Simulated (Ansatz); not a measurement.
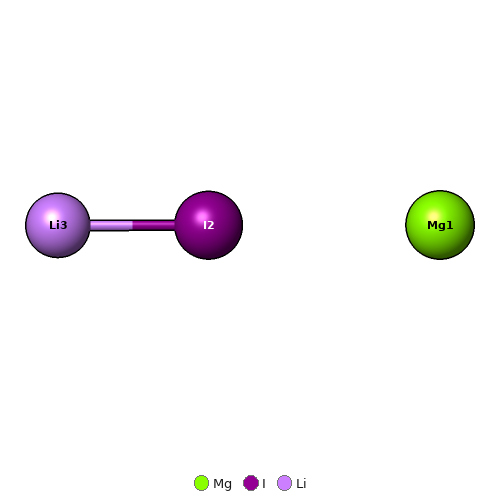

The system is Mg + ILi; the picture shows the reference structure. 
- Coordinates scanned: (1) distance Mg1–I2; (2) distance I2–Li3.
- Nothing is relaxed (the angle Mg1–I2–Li3 is fixed at 180 degrees).
- Grid: 9 × 9 points.
- Energies: kJ/mol, counted from Mg far from the relaxed ILi (each part in its own basis).
- Level of theory: RKS r2SCAN-D4/def2-TZVPD (Ansatz 0.2.0).

Its coordinates:

```xyz
3

Mg   -3.8910    0.0000    0.0000
I     0.0000    0.0000    0.0000
Li    2.5320    0.0000    0.0000
```

Range: distance Mg1–I2 from 2.240 to 4.640 Å; distance I2–Li3 from 2.136 to 4.536 Å.

**Predict the map.**

The lowest grid point is at distance Mg1–I2 = 3.891 Å, distance I2–Li3 = 2.532 Å, −2.1 kJ/mol from Mg far from the relaxed ILi (each part in its own basis). The highest grid point, distance Mg1–I2 = 2.240 Å, distance I2–Li3 = 4.536 Å, lies 227 kJ/mol above the lowest.

| distance I2–Li3 ↓, distance Mg1–I2 → | 2.240 | 2.401 | 2.636 | 2.911 | 3.215 | 3.543 | 3.891 | 4.258 | 4.640 |
| --- | --- | --- | --- | --- | --- | --- | --- | --- | --- |
| 4.536 | 225 | 167 | 139 | 142 | 161 | 181 | 197 | 208 | 214 |
| 4.154 | 214 | 155 | 124 | 125 | 140 | 157 | 170 | 178 | 183 |
| 3.787 | 201 | 140 | 106 | 104 | 115 | 127 | 136 | 142 | 145 |
| 3.439 | 186 | 124 | 86 | 79 | 85 | 92 | 98 | 102 | 105 |
| 3.111 | 173 | 107 | 65 | 52 | 53 | 56 | 58 | 61 | 63 |
| 2.807 | 161 | 93 | 46 | 27 | 22 | 21 | 22 | 23 | 25 |
| 2.532 | 160 | 89 | 37 | 12 | 2 | −2 | −2 | −1 | 0 |
| 2.297 | 179 | 105 | 48 | 19 | 6 | 0 | −1 | −1 | 0 |
| 2.136 | 214 | 138 | 80 | 48 | 33 | 26 | 24 | 24 | 24 |

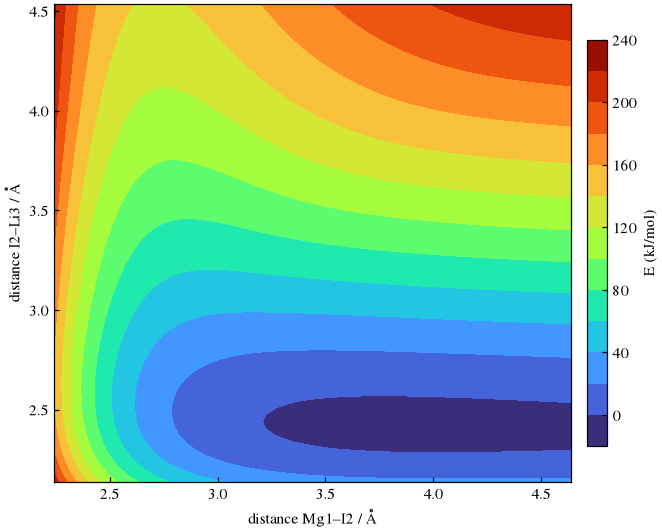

In the figure: filled contours. Between grid points the surface is interpolated.

Time for the 81 points that were run: 14 min on 1 thread of Arm Neoverse V2, with other jobs on the host.
